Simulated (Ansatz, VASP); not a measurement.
# Cross-check of Bi (bismuthene) between VASP and Ansatz, part 2 of 2

One calculation is typed for both programs; each brings its own data sets and cutoff. How far apart do they land?

VASP 6.6.1 and Ansatz 0.2.0.

So far: The structure; VASP: band structure, PBE with D3(BJ), spin-orbit coupling.

## Step 3: Ansatz: band structure, PBE with D3(BJ), spin-orbit coupling

Level of this step: Ansatz beside VASP: Kohn-Sham DFT, plane waves, PBE with D3(BJ), spin-orbit coupling (Ansatz).

Ansatz runs on its fully relativistic PAW (standard-fr) files.

The same cell, functional, mesh and smearing now go to Ansatz, which takes its cutoff from its data sets.

The input, input.yaml:

```yaml
crystal:
  lattice:
    - [4.2758563424, 0.0, 0.0]
    - [-2.1379281712, 3.7030002154, 0.0]
    - [0.0, 0.0, 22.0]
  atoms:
    - { symbol: Bi, position: [0.3333333333, 0.6666666667, 0.4600850262] }
    - { symbol: Bi, position: [0.6666666667, 0.3333333333, 0.5399149738] }
hamiltonian:
  xc: pbe
  pseudopotentials: { kind: paw_fr }
  dispersion: d3bj
magnetization:
  noncollinear: true
  spin_orbit: true
kpoints:
  mp_grid: { grid: [9, 9, 1] }
  band_path:
    path:
      - [0.0, 0.0, 0.0]
      - [0.03846, 0.0, 0.0]
      - [0.07692, 0.0, 0.0]
      - [0.15385, 0.0, 0.0]
      - [0.19231, 0.0, 0.0]
      - [0.26923, 0.0, 0.0]
      - [0.30769, 0.0, 0.0]
      - [0.34615, 0.0, 0.0]
      - [0.42308, 0.0, 0.0]
      - [0.46154, 0.0, 0.0]
      - [0.5, 0.0, 0.0]
      - [0.48718, 0.02564, 0.0]
      - [0.47436, 0.05128, 0.0]
      - [0.44872, 0.10256, 0.0]
      - [0.4359, 0.12821, 0.0]
      - [0.41026, 0.17949, 0.0]
      - [0.39744, 0.20513, 0.0]
      - [0.37179, 0.25641, 0.0]
      - [0.35897, 0.28205, 0.0]
      - [0.34615, 0.30769, 0.0]
      - [0.33333, 0.33333, 0.0]
      - [0.30769, 0.30769, 0.0]
      - [0.25641, 0.25641, 0.0]
      - [0.23077, 0.23077, 0.0]
      - [0.20513, 0.20513, 0.0]
      - [0.15385, 0.15385, 0.0]
      - [0.12821, 0.12821, 0.0]
      - [0.07692, 0.07692, 0.0]
      - [0.05128, 0.05128, 0.0]
      - [0.0, 0.0, 0.0]
    npoints: 1
scf:
  occupations: { method: gaussian, width: 0.03 }
  n_extra_bands: 14
efield:
  axis: 3
  dipole_correction: true
  ramp_width: 0.04
output:
  forces: true
  eigenvalues: true
```

Run with:

```sh
ansatz run input.yaml --threads 2 --pin off --max-ram 4608MiB --backend cpu --events-out ev --progress --plain --runs-dir out
```

Numbers of over 12 decimals in the logs are rounded to 6 here.

What it wrote:

```text
scf.n_extra_bands = 14 over 30 filled bands (N_el = 30.0): the run solves 44 bands
Engine: ansatz 0.2.0, aarch64-unknown-linux-gnu
Pseudopotentials: kind: paw_fr
Pseudopotential: Bi, paw_fr, valence charge 15, recommended cutoff 420 eV (normal), Bi.paw.azcp#standard-fr
Functional definition: PBE
  parameter kappa = 0.804
  parameter beta = 0.066725
  exchange = pbe_x(kappa = kappa, mu = beta*pi^2/3)
  correlation = pbe_c(beta = beta)
non-collinear run that drives no moment, with spin-orbit: no starting moment large enough to seed its density (crystal.atoms[].spin), no starting occupations that ask for one, no magnetisation constraint and no magnetic field, so the semilocal B_xc is pinned to zero
Crystal: 2 atoms, lattice volume = 348.337 Å³
Basis set: ecut = 420 eV, 6799 PW (Γ), exchange–correlation on 60×60×300 points (8 copies of the dense FFT grid, shifted against one another)
Bands: 44, of which v1, the nominal top of the filled ones, is band 30 counted from 1 (29 counted from 0)
Symmetry: 6 space group operations + 6 with time reversal
k-points: 12 of 81 (time reversal used)
Projection manifold: j_resolved (fully-relativistic pseudo-atomic orbitals)
Non-local potential: Bi, projectors of the file, l = 0: 2, l = 1: 4, l = 2: 4, l = 3: 4
PAW form: soft (Blöchl's): semilocal exchange-correlation on the pseudo side does not see the compensation charge
PAW one-centre angular grid: Bi, 590 points (default); XC on 96 Gauss nodes
Initial density: superposition of atomic densities (neutral atoms: chi_scale 0, normalization atom)
Initial wavefunctions: pseudopotential atomic-orbital guess
Functional: x = pbe(κ = 0.804, μ = 0.219515), c = pbe(β = 0.066725)
iter 1 solved again at ethr=9.57e-4 eV; its pass at ethr=3.10e-3 eV (dr2=2.87e-1 eV) is discarded
SCF iter   1: F=—  HF=-24877.134417 eV  |F-HF|=—  |Δ(HF+E_count)|=         —  Δρ=6.59e-3  dr2=2.92e-1  dr2_m=0.00e0 (ungated)  ethr=9.57e-4  |M|=0.00e0 ∫|m|=0.00e0 μB  |m|>n=0.0e0 m-floor=0.0e0 τ_xc=0.0e0  β_m=0.30  p=0.000 e·Å  D=2.03e-14 V/Å  ΔV_dip=-0.00 eV  dr2_dipole=1.23e-12  V_vac-E_F(+/−)=4.54/4.54 eV  ⟨swp⟩=5.2  Hψ=4462  notcnv=0  defer=1
efield: sawtooth ramp at fractional position 0.9800 (placed from the atoms, in the widest stretch of the axis that holds none; the zero of the levels goes with the place), width 0.0400; the density the first Hamiltonian is built on has a dipole p = 0.000 e·Å; the dipole correction subtracts the counter field D = 2.03e-14 V/Å, which shifts the + side's vacuum level by -0.00 eV against the − side's; the planar-averaged density in the ramp window peaks in size at 1.6e-6 e/Å³
preconditioner: auto → Resta (q_TF=auto, 1.813 Å⁻¹)  ε∞=1.5  [insulator: Δε(μ)=0.641 eV  Ē_g=8.294 eV  σ=0.030 eV  W_gap=1.00  n_scr=42 (ndim 8)  ℏωp=5.6 eV  f_vac=0.712  D(μ)=0.00/eV (n_scr^D=0)  ε∞_Penn≈1.5  vacuum switching on, ρ_ref=5.0e-3 e/Å³]
spin=Noncollinear: Resta preconditioning applied to the charge; magnetization (m_x, m_y, m_z) channels mix plain (no charge-response kernel on spin).
SCF iter   2: F=—  HF=-24877.085629 eV  |F-HF|=—  |Δ(HF+E_count)|=   4.88e-2  Δρ=4.69e-3  dr2=1.15e-1  dr2_m=0.00e0 (ungated)  ethr=9.57e-4  |M|=0.00e0 ∫|m|=0.00e0 μB  |m|>n=0.0e0 m-floor=0.0e0 τ_xc=0.0e0  β_m=0.55  p=-0.000 e·Å  D=-5.81e-7 V/Å  ΔV_dip=0.00 eV  dr2_dipole=1.29e-10  V_vac-E_F(+/−)=4.13/4.13 eV  ⟨swp⟩=3.4  Hψ=804  notcnv=0  defer=27
SCF iter   3: F=—  HF=-24877.063264 eV  |F-HF|=—  |Δ(HF+E_count)|=   2.24e-2  Δρ=8.99e-4  dr2=1.83e-3  dr2_m=0.00e0 (ungated)  ethr=3.84e-4  |M|=0.00e0 ∫|m|=0.00e0 μB  |m|>n=0.0e0 m-floor=0.0e0 τ_xc=0.0e0  β_m=0.60  p=-0.000 e·Å  D=-1.10e-5 V/Å  ΔV_dip=0.00 eV  dr2_dipole=9.08e-9  V_vac-E_F(+/−)=3.58/3.58 eV  ⟨swp⟩=3.5  Hψ=809  notcnv=0  defer=66
SCF iter   4: F=—  HF=-24877.064013 eV  |F-HF|=—  |Δ(HF+E_count)|=   7.49e-4  Δρ=2.79e-4  dr2=1.35e-4  dr2_m=0.00e0 (ungated)  ethr=6.09e-6  |M|=0.00e0 ∫|m|=0.00e0 μB  |m|>n=0.0e0 m-floor=0.0e0 τ_xc=0.0e0  β_m=0.76  p=0.000 e·Å  D=3.70e-5 V/Å  ΔV_dip=-0.00 eV  dr2_dipole=1.22e-7  V_vac-E_F(+/−)=3.55/3.55 eV  ⟨swp⟩=2.2  Hψ=680  notcnv=0  defer=85
SCF iter   5: F=—  HF=-24877.064108 eV  |F-HF|=—  |Δ(HF+E_count)|=   9.48e-5  Δρ=3.27e-5  dr2=2.81e-5  dr2_m=0.00e0 (ungated)  ethr=4.50e-7  |M|=0.00e0 ∫|m|=0.00e0 μB  |m|>n=0.0e0 m-floor=0.0e0 τ_xc=0.0e0  β_m=0.71  p=-0.000 e·Å  D=-2.58e-4 V/Å  ΔV_dip=0.01 eV  dr2_dipole=5.81e-6  V_vac-E_F(+/−)=3.55/3.54 eV  ⟨swp⟩=2.0  Hψ=572  notcnv=0  defer=85
SCF iter   6: F=—  HF=-24877.063957 eV  |F-HF|=—  |Δ(HF+E_count)|=   1.51e-4  Δρ=4.40e-5  dr2=8.31e-5  dr2_m=0.00e0 (ungated)  ethr=9.37e-8  |M|=0.00e0 ∫|m|=0.00e0 μB  |m|>n=0.0e0 m-floor=0.0e0 τ_xc=0.0e0  β_m=0.49  p=0.001 e·Å  D=4.57e-4 V/Å  ΔV_dip=-0.01 eV  dr2_dipole=1.81e-5  V_vac-E_F(+/−)=3.54/3.55 eV  ⟨swp⟩=3.0  Hψ=838  notcnv=0  defer=85  recentre
SCF iter   7: F=—  HF=-24877.063947 eV  |F-HF|=—  |Δ(HF+E_count)|=   9.87e-6  Δρ=9.95e-6  dr2=2.49e-7  dr2_m=0.00e0 (ungated)  ethr=9.37e-8  |M|=0.00e0 ∫|m|=0.00e0 μB  |m|>n=0.0e0 m-floor=0.0e0 τ_xc=0.0e0  β_m=0.65  p=-0.000 e·Å  D=-7.66e-6 V/Å  ΔV_dip=0.00 eV  dr2_dipole=6.16e-9  V_vac-E_F(+/−)=3.55/3.55 eV  ⟨swp⟩=2.0  Hψ=496  notcnv=0  defer=85
SCF iter   8: F=-24877.063948 eV  HF=-24877.063948 eV  |F-HF|=8.22e-9  |Δ(HF+E_count)|=   4.55e-7  Δρ=1.63e-6  dr2=9.34e-9  dr2_m=0.00e0 (ungated)  ethr=3.33e-10  |M|=0.00e0 ∫|m|=0.00e0 μB  |m|>n=0.0e0 m-floor=0.0e0 τ_xc=0.0e0  p=0.000 e·Å  D=1.57e-6 V/Å  ΔV_dip=-0.00 eV  dr2_dipole=9.93e-11  V_vac-E_F(+/−)=3.55/3.55 eV  ⟨swp⟩=18.8  Hψ=3595  notcnv=0
SCF 1 converged in 8 iterations: F = -24877.063948 eV  dr2 = 9.34e-9
  greatest PAW one-centre occupation: 0.986 electrons in one spin orbital (limit 2), on the Bi atom at site 0 (counted from 0), in its partial waves of l = 2
NSCF: frozen V_eff on 30 k-points
efield: sawtooth ramp at fractional position 0.9800 (kept from the solve that this one continues, or follows in the run), width 0.0400; the density the first Hamiltonian is built on has a dipole p = 0.000 e·Å; the dipole correction subtracts the counter field D = 1.57e-6 V/Å, which shifts the + side's vacuum level by -0.00 eV against the − side's; the planar-averaged density in the ramp window peaks in size at 1.6e-6 e/Å³
SCF converged after 8 iterations
Magnetization: |M| = 0.0000 μB,  M = (+0.0000, +0.0000, +0.0000) μB
Absolute magnetization: 0.0000 μB (∫|m|)
  site 0: m = (+0.0000, +0.0000, +0.0000) μB, |m| = 0.0000 μB  (R = 1.25 Å)
  site 1: m = (+0.0000, +0.0000, +0.0000) μB, |m| = 0.0000 μB  (R = 1.25 Å)
Free energy (F): -24877.063948 eV
Harris-Foulkes:  -24877.063948 eV  (|F-HF|=8.22e-9)
Internal energy: -24877.063948 eV  (E = F + TS)
E sigma→0 (E₀):  -24877.063948 eV
Fermi energy:    -0.783229 eV
Dipole field:    D = -0.000009 V/Å  (p = -0.000017 e·Å, saw-weighted, corrected)
Work function:   Φ+ = 3.5470 eV   Φ− = 3.5468 eV
Levels:          The Fermi level and band energies are counted from a zero that moves with the ramp; work functions are not
--- Per-component energies (eV) ---
  E_band       = -535.399730
  E_kinetic    = 607.898358
  E_local      = -16488.418584  (includes V_loc(G=0)·N_el)
  E_nonlocal   = 1120.456546
  E_hartree    = 7543.764295
  E_xc         = -302.563546
  E_vxc        = -287.900901  (∫ρ·V_xc dr)
  E_paw        = -21412.016927  (= ΣΔE_a)
  E_vpaw       = -574.964532  (= ΣTr[D̂ρ^β])
  E_aug_tail   = -0.000755  (compensation charges beyond the density's cutoff)
  E_efield     = 0.000000  (sawtooth field / dipole correction)
  E_vefield    = 0.000000  (∫n·V_field dr)
  E_ewald      = 4054.268229
  E_disp       = -0.451562  (pairwise vdW)
  E_smearing   = -0.000000  (= −TS)
  E_closure    = 0.000000  (closes the sum)
  Σ components = -24877.063948   (vs F -24877.063948, Δ=0.00e0)
--- Forces (eV/Å), atoms counted from 1 ---
  atom   1  Bi    -0.00000000     0.00000000    -0.13988620
  atom   2  Bi     0.00000000     0.00000000     0.13987926
  max |Σ_I F_I| component: 6.94e-6 eV/Å
--- Band table (eV; the first three rows and the last of 12) ---
  k-point 0: bands = [... 26 lower, -1.2541, -1.2541, -1.1238, -1.1238, -0.4320, -0.4320, 0.6863, 0.6863, ... 10 higher]
  k-point 1: bands = [... 26 lower, -2.1064, -2.1064, -1.1820, -1.1820, -0.2041, -0.2041, 1.0561, 1.0561, ... 10 higher]
  k-point 2: bands = [... 26 lower, -2.8261, -2.8261, -1.5404, -1.5404, -0.4307, -0.4307, 1.3555, 1.3555, ... 10 higher]
  k-point 11: bands = [... 26 lower, -3.9148, -3.9148, -3.0801, -3.0801, -0.1262, -0.1262, 1.4574, 1.4574, ... 10 higher]
```

Elapsed: 1.8 min, on 2 threads of Arm Neoverse N1, shared host; peak memory 1.1 GiB.

In the SCF lines HF is the Harris–Foulkes energy and dr2 the Hartree energy of the density residual, in eV; the loop may stop once dr2 is under the threshold and the program's other checks hold. Hψ counts applications of the Hamiltonian.

## Step 4: Side by side

Known differences besides the PAW data sets themselves: spin-orbit coupling enters by fully relativistic files in Ansatz and inside the spheres in VASP; the data sets hold 30 valence electrons in Ansatz (fully relativistic PAW (standard-fr) files) and 10 in VASP; the cutoff is 420 eV in Ansatz and 350 eV in VASP (PREC = Normal). Total energies have different zeros and are not compared.

Both answers:

| quantity | Ansatz | VASP | difference |
| --- | --- | --- | --- |
| gap over the path points (eV) | 0.559 | 0.533 | +0.026 |

Forces (eV/Å; atoms numbered as in POSCAR):

| atom | Ansatz x, y, z | VASP x, y, z |
| --- | --- | --- |
| Bi1 | 0.000, 0.000, -0.140 | 0.000, 0.000, -0.193 |
| Bi2 | 0.000, 0.000, 0.140 | 0.000, 0.000, 0.193 |

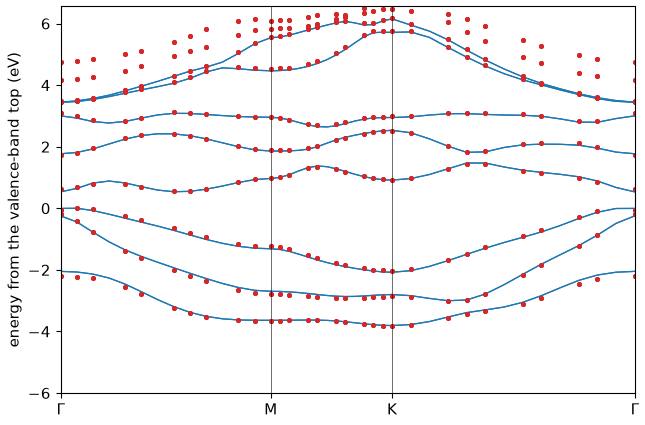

Bands from VASP (lines) and levels from Ansatz (dots). Dots without a line are higher empty bands that the VASP plot leaves out.

Levels at points of the path, from each program's valence-band top (eV; 8 filled, then empty):

| k (reciprocal lattice) | Ansatz | VASP |
| --- | --- | --- |
| 0.000 0.000 0.000 | -8.62 -8.62 -2.20 -2.20 -0.20 -0.20 -0.07 -0.07 0.62 0.62 1.74 1.74 3.08 3.08 | -8.70 -8.70 -2.05 -2.05 -0.25 -0.25 0.00 0.00 0.53 0.53 1.77 1.77 3.00 3.00 |
| 0.038 0.000 0.000 | -8.63 -8.63 -2.22 -2.22 -0.43 -0.43 0.00 0.00 0.69 0.69 1.80 1.80 3.01 3.01 | -8.70 -8.70 -2.07 -2.07 -0.44 -0.44 0.00 0.00 0.65 0.65 1.81 1.81 2.93 2.93 |
| 0.077 0.000 0.000 | -8.64 -8.64 -2.28 -2.28 -0.76 -0.76 -0.04 -0.04 0.80 0.80 1.95 1.95 2.88 2.88 | -8.71 -8.71 -2.14 -2.14 -0.77 -0.77 -0.07 -0.07 0.82 0.82 1.93 1.93 2.82 2.82 |
| 0.154 0.000 0.000 | -8.69 -8.69 -2.57 -2.57 -1.37 -1.37 -0.27 -0.27 0.80 0.80 2.28 2.28 2.84 2.84 | -8.77 -8.77 -2.46 -2.46 -1.35 -1.35 -0.32 -0.32 0.82 0.82 2.25 2.25 2.82 2.82 |
| 0.192 0.000 0.000 | -8.74 -8.74 -2.78 -2.78 -1.61 -1.61 -0.39 -0.39 0.70 0.70 2.38 2.38 2.95 2.95 | -8.82 -8.82 -2.71 -2.71 -1.56 -1.56 -0.45 -0.45 0.70 0.70 2.36 2.36 2.93 2.93 |
| 0.269 0.000 0.000 | -8.91 -8.91 -3.23 -3.23 -2.01 -2.01 -0.65 -0.65 0.56 0.56 2.40 2.40 3.11 3.11 | -9.00 -9.00 -3.19 -3.19 -1.93 -1.93 -0.72 -0.72 0.54 0.54 2.42 2.42 3.08 3.08 |
| 0.308 0.000 0.000 | -9.04 -9.04 -3.40 -3.40 -2.19 -2.19 -0.80 -0.80 0.57 0.57 2.35 2.35 3.11 3.11 | -9.13 -9.13 -3.38 -3.38 -2.11 -2.11 -0.86 -0.86 0.55 0.55 2.36 2.36 3.08 3.08 |
| 0.346 0.000 0.000 | -9.19 -9.19 -3.53 -3.53 -2.37 -2.37 -0.94 -0.94 0.64 0.64 2.25 2.25 3.07 3.07 | -9.29 -9.29 -3.51 -3.51 -2.28 -2.28 -1.01 -1.01 0.62 0.62 2.26 2.26 3.05 3.05 |
| 0.423 0.000 0.000 | -9.52 -9.52 -3.64 -3.64 -2.66 -2.66 -1.16 -1.16 0.85 0.85 2.02 2.02 2.99 2.99 | -9.62 -9.62 -3.63 -3.63 -2.57 -2.57 -1.23 -1.23 0.84 0.84 2.00 2.00 2.98 2.98 |
| 0.462 0.000 0.000 | -9.64 -9.64 -3.65 -3.65 -2.75 -2.75 -1.22 -1.22 0.94 0.94 1.92 1.92 2.96 2.96 | -9.75 -9.75 -3.64 -3.64 -2.66 -2.66 -1.29 -1.29 0.93 0.93 1.90 1.90 2.96 2.96 |

The forces differ by 31 meV/Å r.m.s., which is 27.4 % of the r.m.s. force of 0.11 eV/Å (both taken over all components). Among the levels compared (up to four filled and three empty ones at each point), filled levels agree within 149 meV and empty ones within 89 meV.

## Step 5: Looking for the cause

The difference is large enough to ask for its cause, so further runs change the set-up of one program at a time, as the table lists.

| run | r.m.s. force difference (meV/Å) |
| --- | --- |
| as above | 31 |
| Ansatz's larger PAW set (cutoff 600 eV) | 28 |
| norm-conserving potentials (cutoff 898 eV) | 20 |

## Step 6: Results

| Item | Value |
| --- | --- |
| r.m.s. force difference (band structure, PBE with D3(BJ), spin-orbit coupling) | 31 meV/Å |
| difference in gap over the path points (band structure, PBE with D3(BJ), spin-orbit coupling) | 0.026 eV |

The r.m.s. force difference is 31 meV/Å (band structure, PBE with D3(BJ), spin-orbit coupling), beyond the 12 meV/Å picked in this series as the mark of a large difference. Also far apart in the band structure, PBE with D3(BJ), spin-orbit coupling pair: the difference in gap over the path points, 0.026 eV. For band structure, PBE with D3(BJ), spin-orbit coupling: norm-conserving potentials (cutoff 898 eV) cuts the r.m.s. force difference from 31 to 20 meV/Å; whether that points to the cause isn't shown, since only Ansatz's side was varied. 6 further runs on this material are not shown. How closely two codes agree says nothing of how well the functional describes the real material.

[Lines on the potential files, build, host, timing and source positions are cut from VASP's logs without a mark.]

[Logs are printed without paths, hosts, clocks, repeated set-up lines and the standing remarks that a program may print on its own settings, such as how far it seeks lower states.]

[Hosts, paths, dates, database ids (printed as entryN), source tags and the programs' standing remarks are cut or masked in the printed files.]
